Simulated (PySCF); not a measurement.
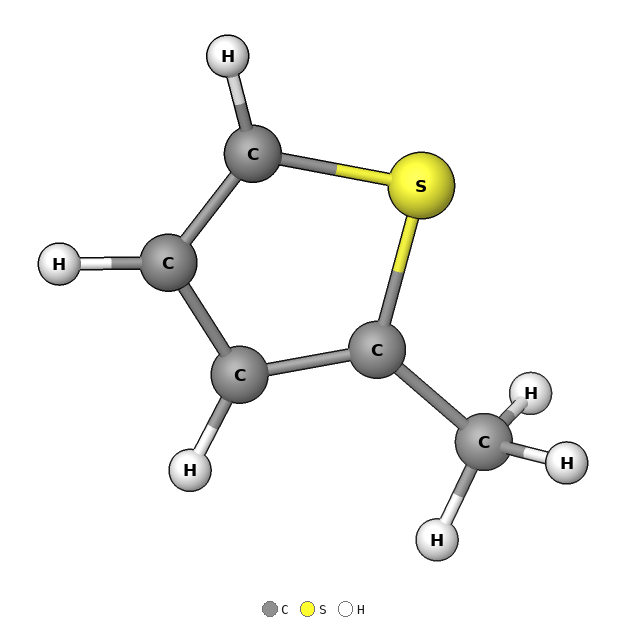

Rendered structure (ball-and-stick style).

The computed structure is the end point of a GFN2-xTB optimisation. No frequency run is at hand to confirm it as a minimum.

Identify the structure.

It has 12 atoms: 5 carbon, 6 hydrogen and 1 sulfur (C5H6S). Its SMILES string is `Cc1cccs1`. Independent rings (smallest set): 1 of 5 members, 1 of them aromatic. The point group is Cs. Coordination: 1 C tetrahedral; 4 C trigonal planar; 1 S bent.

The parts below concern this one geometry. Atoms keep their numbers from picture to picture.

**Geometry**

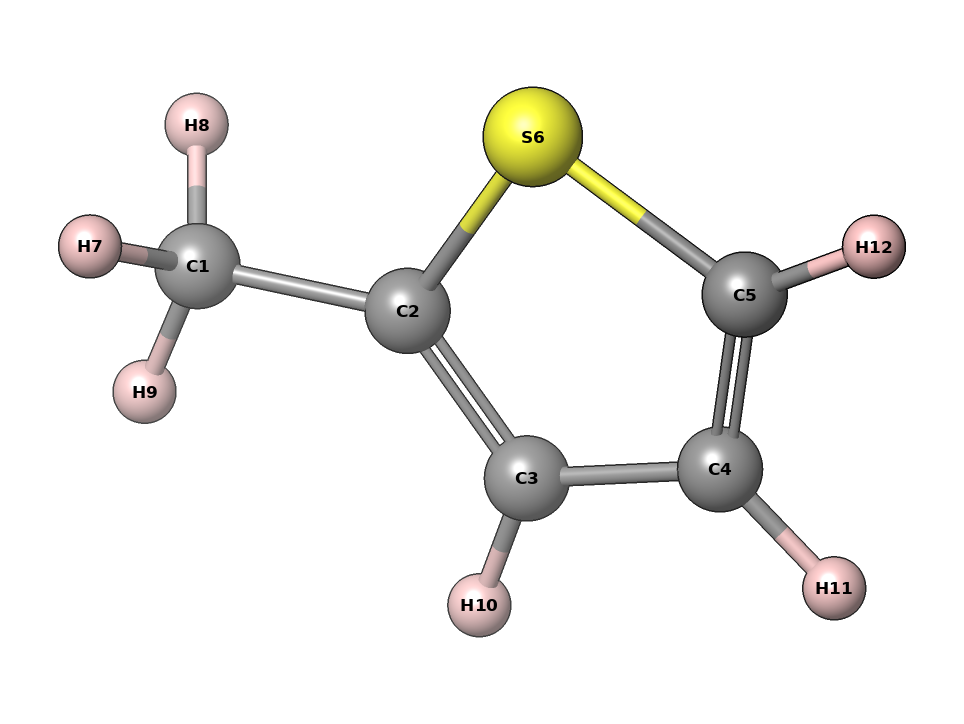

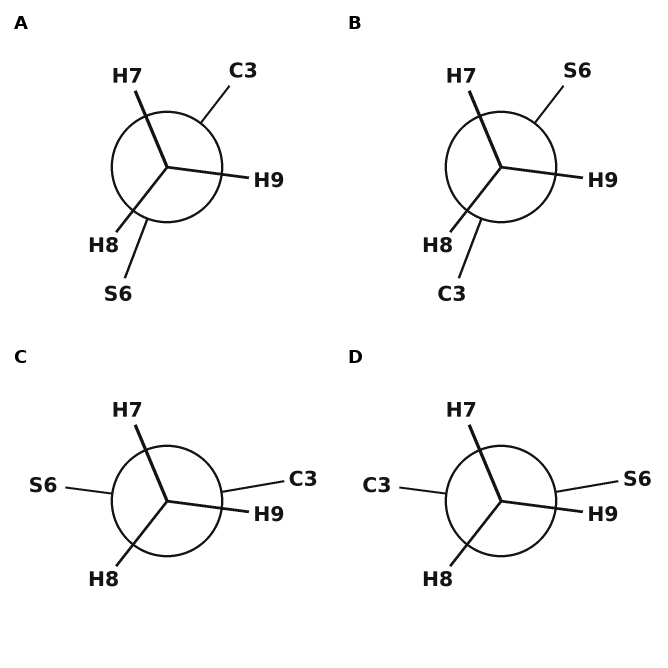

Distant atoms are faded towards the background colour. Bonds that would overlap in a projection are set slightly apart. No frequency run is at hand to confirm it as a minimum.

> Which Newman projection shows the view along C1–C2, with C1 in front?

C. The torsion angle H7–C1–C2–S6 is −60°, synclinal (gauche).

**Electronic properties**

No frequency run is at hand to confirm it as a minimum. Level of theory: PBE0/pcSseg-1, gas phase (PySCF 2.14.0).

What does the calculation give?

- dipole moment: 0.70 D
- HOMO energy (Kohn–Sham orbital): −6.58 eV
- LUMO energy (Kohn–Sham orbital): −0.27 eV
- HOMO–LUMO gap: 6.31 eV

**Bond orders**

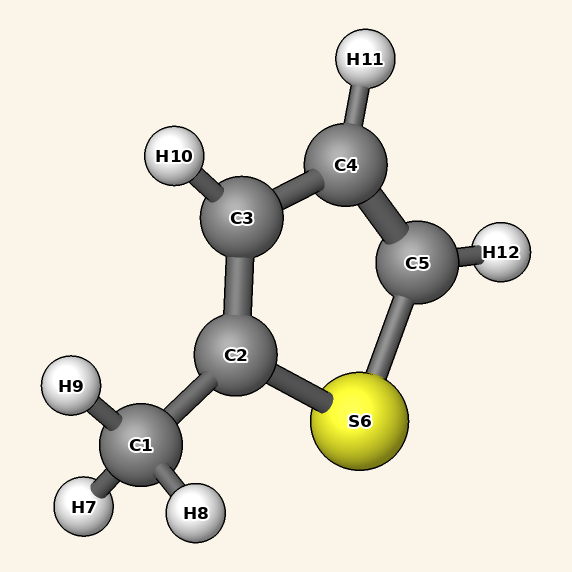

The thickness of each stick grows with its Mayer bond order. No frequency run is at hand to confirm it as a minimum. Level of theory: PBE0/pcSseg-1 (PySCF 2.14.0).

List the Mayer bond orders of C1–C2, C1–H7, C1–H9, C2–C3, C2–S6, C3–C4, C3–H10, C4–C5, C4–H11, C5–S6, C5–H12 (one bond of each equivalent set).

| bond | Mayer order | length (Å) |
| --- | --- | --- |
| C1–C2 | 1.05 | 1.487 |
| C1–H7 | 0.95 | 1.090 |
| C1–H9 | 0.96 | 1.088 |
| C2–C3 | 1.57 | 1.358 |
| C2–S6 | 1.16 | 1.737 |
| C3–C4 | 1.26 | 1.415 |
| C3–H10 | 0.98 | 1.076 |
| C4–C5 | 1.60 | 1.354 |
| C4–H11 | 0.97 | 1.075 |
| C5–S6 | 1.15 | 1.722 |
| C5–H12 | 0.96 | 1.072 |

**Quadrupole coupling**

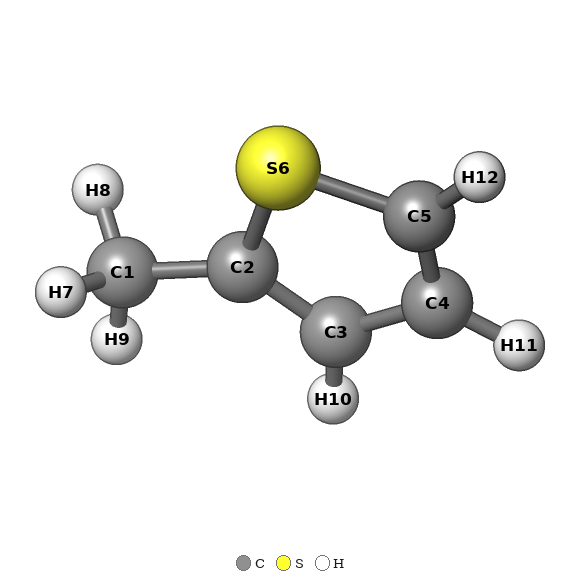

No frequency run is at hand to confirm it as a minimum. Electric field gradients from the ground-state density, PBE0/pcSseg-1 (PySCF 2.14.0), non-relativistic apart from any core potentials.

Give the largest field-gradient component, the quadrupole coupling constant and the asymmetry for 33S at S6 (Q = −67.81 mb), 2H at H7 (Q = 2.86 mb), 2H at H9 (Q = 2.86 mb), 2H at H10 (Q = 2.86 mb), 2H at H11 (Q = 2.86 mb).

```tsv
atom	V_zz (a.u.)	e²qQ/h (MHz)	η
S6	1.825	−29.1	0.64
H7	0.309	0.207	0.03
H9	0.314	0.211	0.03
H10	0.340	0.228	0.07
H11	0.340	0.228	0.06
```
